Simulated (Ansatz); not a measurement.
The end point of a relaxation of BAs. Space group P6₃mc (No. 186), AFLOW prototype AB_hP8_186_ab_ab (B5, as in SiC). All values below come from r2SCAN (plane waves to 500 eV, PAW, scalar-relativistic; Ansatz, an electronic-structure program).

```xyz
8
Lattice="3.3733 0.0000 0.0000 -1.6867 2.9214 0.0000 0.0000 0.0000 11.0963" Properties=species:S:1:pos:R:3 pbc="T T T"
B      0.0000     0.0000    11.0898
B      0.0000     0.0000     5.5417
B      1.6867     0.9738     8.3305
B      0.0000     1.9476     2.7824
As     0.0000     0.0000     9.0236
As     0.0000     0.0000     3.4755
As     1.6867     0.9738     6.2389
As     0.0000     1.9476     0.6908
```

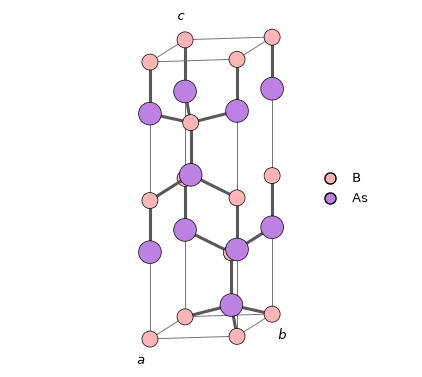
*The conventional cell of the relaxed structure*

```yaml
volume_per_atom: 13.67 Å³
band_gap: 1.46 eV, indirect (valence top at Γ, conduction bottom at 89 % of the way from Γ to M) (no spin-orbit coupling)
smallest_direct_gap: 2.68 eV at Γ
shortest_distances: As–B 2.07 Å; B–B 3.37 Å; As–As 3.37 Å
k-mesh: 11×11×3
```

Band energies at high-symmetry points (eV from the VBM; labels of this space group; no spin-orbit coupling), from −5 eV up to 3.4 eV:

```json
[
 {"point": "Γ", "energies": "-2.07 -2.07 -1.33 -1.33 -1.22 -1.22 -0.19 0.00 0.00 2.68 3.02 3.17 3.17 3.37"},
 {"point": "M", "energies": "-4.38 -3.47 -3.43 -3.33 -2.58 -2.06 1.48 1.82 2.33 2.59 2.73"},
 {"point": "K", "energies": "-4.91 -3.87 -3.87 -2.86 3.25 3.36 3.36"},
 {"point": "A", "energies": "-2.24 -2.24 -1.86 -1.86 -1.86 -1.86 -0.47 -0.47 -0.47 -0.47 2.80 2.80"},
 {"point": "L", "energies": "-4.96 -4.96 -4.14 -4.14 -3.48 -3.48 -2.55 -2.55 1.71 1.71 3.28 3.28"},
 {"point": "H", "energies": "-3.89 -3.89 -3.52 -3.52 2.28 2.28"}
]
```

No spin polarisation in the result.

The run could not lose the symmetry of its start.

The first start was generated by placing the elements on the sites of a structure type. Materials Project lists a structure of BAs in the same space group, P6₃mc (No. 186); the sites were not compared with it, nor with measured phases. Known forms of BAs include space group No. 216.
